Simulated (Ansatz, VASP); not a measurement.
# MgB: VASP beside Ansatz

One calculation is typed for both programs; each brings its own data sets. How far apart do they land? The cell is invented: As first built, before any earlier steps moved the atoms (in the runner's words): it takes the MgAl structure with some of its atoms replaced by other elements, volume scaled by an estimate. It may not be a known or stable phase. The cell is taken from a series of VASP runs on this material, whose earlier steps may have relaxed, scaled or displaced it; both programs get it as it stands. Valence electrons are named where the data sets of a main pair hold unlike numbers.

Main program and level: Ansatz 0.2.0; plane waves, with VASP 6.6.1 beside it; band structure at HSE06.

## Step 1: Set-up

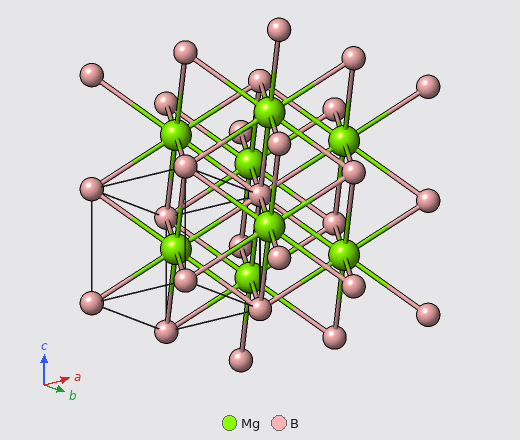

The cell as given, from a free direction (magnesium green, boron pink). 2×2×2 cells are drawn. Some periodic images of atoms are drawn too.

Coordinates:

```cif
data_structure
_symmetry_space_group_name_H-M 'Pm-3m'
_symmetry_Int_Tables_number 221
_cell_length_a 2.8942
_cell_length_b 2.8942
_cell_length_c 2.8942
_cell_angle_alpha 90.000
_cell_angle_beta 90.000
_cell_angle_gamma 90.000
_cell_volume 24.24
loop_
_atom_site_label
_atom_site_type_symbol
_atom_site_symmetry_multiplicity
_atom_site_Wyckoff_symbol
_atom_site_fract_x
_atom_site_fract_y
_atom_site_fract_z
_atom_site_occupancy
Mg1 Mg 1 b 0.50000 0.50000 0.50000 1
B1 B 1 a 0.00000 0.00000 0.00000 1
```

## Step 2: VASP: band structure, HSE06

With cell and atoms fixed, the geometry can't cause a difference; cores, projectors, grids and the points listed under the comparison can.

Lines of VASP's logs that name or quote its potential files are left out, and so is its time.

The run reads the wave functions of an earlier VASP run, which isn't shown here.

File INCAR:

```
SYSTEM = MgB
PREC = Accurate
ENCUT = 420
EDIFF = 1E-06
NELM = 100
ISMEAR = 0
SIGMA = 0.02
LREAL = .FALSE.
ALGO = Normal
LHFCALC = .TRUE.
AEXX = 0.25
GGA = PE
HFSCREEN = 0.2
LASPH = .TRUE.
PRECFOCK = Fast
LORBIT = 11
LWAVE = .FALSE.
LCHARG = .FALSE.
KPAR = 4
```

File POSCAR:

```
MgB
1.0
    2.8941936783      0.0000000000      0.0000000000
    0.0000000000      2.8941936783      0.0000000000
    0.0000000000      0.0000000000      2.8941936783
Mg B
1 1
Direct
    0.5000000000      0.5000000000      0.5000000000
    0.0000000000      0.0000000000      0.0000000000
```

File KPOINTS:

```
Automatic mesh
0
Gamma
5 5 5
0 0 0
```

File KPOINTS_OPT:

```
Line mode
10
Line-mode
Reciprocal
  0.00000000   0.00000000   0.00000000 GAMMA
  0.00000000   0.50000000   0.00000000 X

  0.00000000   0.50000000   0.00000000 X
  0.50000000   0.50000000   0.00000000 M

  0.50000000   0.50000000   0.00000000 M
  0.00000000   0.00000000   0.00000000 GAMMA

  0.00000000   0.00000000   0.00000000 GAMMA
  0.50000000   0.50000000   0.50000000 R

  0.50000000   0.50000000   0.50000000 R
  0.00000000   0.50000000   0.00000000 X

  0.50000000   0.50000000   0.00000000 M
  0.50000000   0.50000000   0.50000000 R
```

The projector-augmented-wave data sets are Mg and B (PBE family, release 64).

Run with:

```bash
> mpirun -np 4 vasp_std
```

Numbers of over 12 decimals in the logs are rounded to 6 here.

The log of the run:

```text
[banner, memory and clock lines left out]
running    4 mpi-ranks, on    1 nodes
 distrk:  each k-point on    1 cores,    4 groups
 distr:  one band on    1 cores,    1 groups

 POSCAR found type information on POSCAR MgB
 POSCAR found :  2 types and       2 ions
 LDA part: xc-table for (Slater+PW92), standard interpolation
 found WAVECAR, reading the header
 POSCAR, INCAR and KPOINTS ok, starting setup
 FFT: planning ... GRIDC
 FFT: planning ... GRID_SOFT
 FFT: planning ... GRID
 reading WAVECAR
 the WAVECAR file was read successfully
 initial charge from wavefunction
 entering main loop
       N       E                     dE             d eps       ncg     rms          rms(c)
DAV:   1    -0.706871738746E+01   -0.70687E+01   -0.22283E-01   120   0.398E+00    0.293E-01
DAV:   2    -0.706789936586E+01    0.81802E-03   -0.25305E-03   144   0.459E-01    0.169E-01
DAV:   3    -0.706713224716E+01    0.76712E-03   -0.14216E-03   126   0.243E-01    0.812E-02
DAV:   4    -0.706702766903E+01    0.10458E-03   -0.40438E-04   120   0.130E-01    0.387E-02
DAV:   5    -0.706701352097E+01    0.14148E-04   -0.60420E-05   150   0.516E-02    0.203E-02
DAV:   6    -0.706700821678E+01    0.53042E-05   -0.57200E-06   168   0.177E-02    0.115E-02
DAV:   7    -0.706700544350E+01    0.27733E-05   -0.63598E-07   126   0.695E-03    0.677E-03
DAV:   8    -0.706700487265E+01    0.57085E-06   -0.20784E-07   102   0.393E-03
   1 F= -.70670049E+01 E0= -.70665389E+01  d E =-.931948E-03
 Start KPOINTS_OPT (optional k-point list driver)
k-point batch [1-10\60]
       N       E                     dE             ncg
DAV:   1     0.371531223307E+02   -0.47507E+03      120
DAV:   2    -0.321207625565E+02   -0.69274E+02      186
DAV:   3    -0.360971469002E+02   -0.39764E+01      162
DAV:   4    -0.361231117204E+02   -0.25965E-01      174
DAV:   5    -0.361232534928E+02   -0.14177E-03      174
DAV:   6    -0.361232551062E+02   -0.16134E-05      150
DAV:   7    -0.361232552039E+02   -0.97679E-07      162
[...]
k-point batch [51-60\60]
       N       E                     dE             ncg
DAV:   1     0.896263196890E+02   -0.20142E+04      126
DAV:   2     0.483286144614E+02   -0.41298E+02      126
DAV:   3     0.461087165926E+02   -0.22199E+01      144
DAV:   4     0.460826147878E+02   -0.26102E-01      156
DAV:   5     0.460823005734E+02   -0.31421E-03      138
DAV:   6     0.460822951885E+02   -0.53850E-05      132
DAV:   7     0.460822949235E+02   -0.26496E-06      126
```

OUTCAR, selected parts (step 2):

```text
ion  position               nearest neighbor table
   1  0.500  0.500  0.500-   2 2.51   2 2.51   2 2.51   2 2.51   2 2.51   2 2.51   2 2.51   2 2.51

  LATTYP: Found a simple cubic cell.
 ALAT       =     2.8941936783

 Subroutine GETGRP returns: Found 48 space group operations
 (whereof 48 operations were pure point group operations)

The static configuration has the point symmetry O_h .

 Found     10 irreducible k-points:

   k-points           NKPTS =     10   k-points in BZ     NKDIM =    125   number of bands    NBANDS=      6

   dimension x,y,z NGX =    20 NGY =   20 NGZ =   20
   dimension x,y,z NGXF=    40 NGYF=   40 NGZF=   40

   ENCUT  =  420.0 eV  30.87 Ry    5.56 a.u.   4.84  4.84  4.84*2*pi/ulx,y,z

   NELECT =       5.0000    total number of electrons

 k-points in reciprocal lattice and weights: Automatic mesh
   0.00000000  0.00000000  0.00000000       0.008
   0.20000000  0.00000000  0.00000000       0.048
   0.40000000  0.00000000  0.00000000       0.048
   0.20000000  0.20000000  0.00000000       0.096
   0.40000000  0.20000000  0.00000000       0.192
   0.40000000  0.40000000  0.00000000       0.096
   0.20000000  0.20000000  0.20000000       0.064
   0.40000000  0.20000000  0.20000000       0.192
   0.40000000  0.40000000  0.20000000       0.192
   0.40000000  0.40000000  0.40000000       0.064

  exchange ACFDT corr.  =         0.00000000  see jH, gK, PRB 81, 115126

 average (electrostatic) potential at core
       1 -32.0584       2 -25.7763

 E-fermi :   4.6706

 k-point     1 :       0.0000    0.0000    0.0000
  band No.  band energies     occupation
      1      -7.8360      2.00000
      2       7.5763      0.00000
      3       7.5763      0.00000
      4       7.5763      0.00000
      5      12.1106      0.00000
      6      12.1106      0.00000

 k-point     2 :       0.2000    0.0000    0.0000
  band No.  band energies     occupation
      1      -7.1374      2.00000
      2       3.6175      2.00000
      3       7.9961      0.00000
      4       7.9961      0.00000
      5      12.8783      0.00000
      6      14.2233      0.00000

 k-point     3 :       0.4000    0.0000    0.0000
  band No.  band energies     occupation
      1      -5.1857      2.00000
      2      -0.9167      2.00000
      3       8.8306      0.00000
      4       8.8306      0.00000
      5      15.1116      0.00000
      6      15.6483      0.00000

  energy-cutoff  :      420.00
  volume of cell :       24.24
      direct lattice vectors                 reciprocal lattice vectors
     2.894193678  0.000000000  0.000000000     0.345519378  0.000000000  0.000000000
     0.000000000  2.894193678  0.000000000     0.000000000  0.345519378  0.000000000
     0.000000000  0.000000000  2.894193678     0.000000000  0.000000000  0.345519378

 POSITION                                       TOTAL-FORCE (eV/Angst)
 -----------------------------------------------------------------------------------
      1.44710      1.44710      1.44710         0.000000      0.000000      0.000000
      0.00000      0.00000      0.00000         0.000000      0.000000      0.000000
 -----------------------------------------------------------------------------------
    total drift:                                0.000000     -0.000000      0.000000

  FREE ENERGIE OF THE ION-ELECTRON SYSTEM (eV)
  ---------------------------------------------------
  free  energy   TOTEN  =        -7.0670048727 eV

  energy  without entropy=       -7.0660729245  energy(sigma->0) =       -7.06653890

 total charge
# of ion       s       p       d       tot
------------------------------------------
    1        0.172   0.190   0.050   0.411
    2        0.758   0.824   0.000   1.582
--------------------------------------------------
tot          0.930   1.013   0.050   1.993

[... 3 further parts left out ...]
```

This run has no spin polarisation. Its electron count is odd, so without a moment it is a metal by construction. The k-mesh is coarse for exact exchange; levels may shift by about 0.1 eV on a finer one. The k-mesh is coarse for a metal. The PAW data sets were made with PBE, which is usual practice but a small mismatch for other functionals.

(Continued in part 2 of 2.)

[Lines on the potential files, build, host, timing and source positions are cut from VASP's logs without a mark.]

[Logs are printed without paths, hosts, clocks, repeated set-up lines and the standing remarks that a program may print on its own settings, such as how far it seeks lower states.]

[Hosts, paths, dates, database ids (printed as entryN), source tags and the programs' standing remarks are cut or masked in the printed files.]
